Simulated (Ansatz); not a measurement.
Input file:

```
crystal:
  periodic: [false, false, false]
  atoms:
    - {symbol: O, position_ang: [-0.493116, -1.838718, 0.431184]}
    - {symbol: Mo, position_ang: [0.114344, -0.131968, 0.069562]}
    - {symbol: O, position_ang: [0.888942, 0.247104, 1.710989]}
    - {symbol: O, position_ang: [1.089866, 1.147171, -0.887087]}
    - {symbol: O, position_ang: [-1.141791, -0.065648, -1.353454]}
    - {symbol: O, position_ang: [-1.228425, 0.931798, 0.948153]}
    - {symbol: F, position_ang: [1.629171, -1.181567, -0.517317]}
    - {symbol: H, position_ang: [-0.011332, -2.596706, 0.083056]}
    - {symbol: H, position_ang: [0.458577, 0.844871, 2.331401]}
    - {symbol: H, position_ang: [1.897838, 0.846384, -1.315762]}
    - {symbol: H, position_ang: [-1.094732, 0.731009, -1.892368]}
    - {symbol: H, position_ang: [-2.032441, 1.011071, 0.425644]}
basis:
  gaussian: {orbitals: def2-TZVPP}
hamiltonian: {xc: pbe0, dispersion: d4}
output: {orbitals: {seedname: orbitals}}
```

Launched as:

```sh
ansatz run in.yaml --threads 2 --pin off --events-out ev --progress --plain --max-ram 32768MiB --backend cuda --devices 0, --max-vram 18GiB
```

Geometry: PBE0-D4/def2-TZVP; core potentials replace the inner electrons of Mo.

Theory: RKS PBE0-D4/def2-TZVPP (Ansatz 0.2.0).

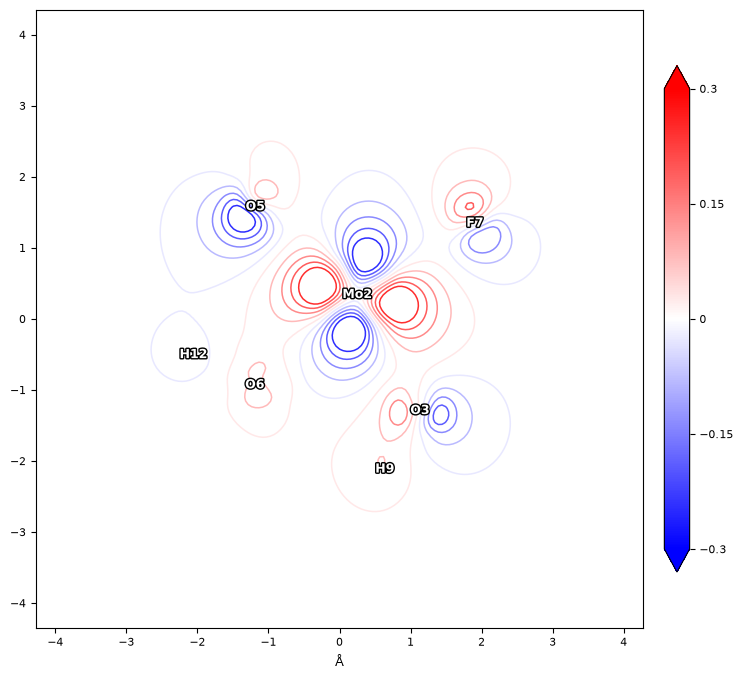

FH5MoO5 (SMILES [OH][Mo]([OH])([OH])([OH])([OH])[F]). The LUMO on the plane of atoms O3, Mo2 and F7 (values in Å⁻³ᐟ²; the overall sign is arbitrary).

Where does this orbital lie, and at what energy?

Its weight (Hirshfeld) is mainly on Mo2 (about 60 %), O1 (about 10 %) and O4 (about 10 %). Its energy is −3.37 eV.
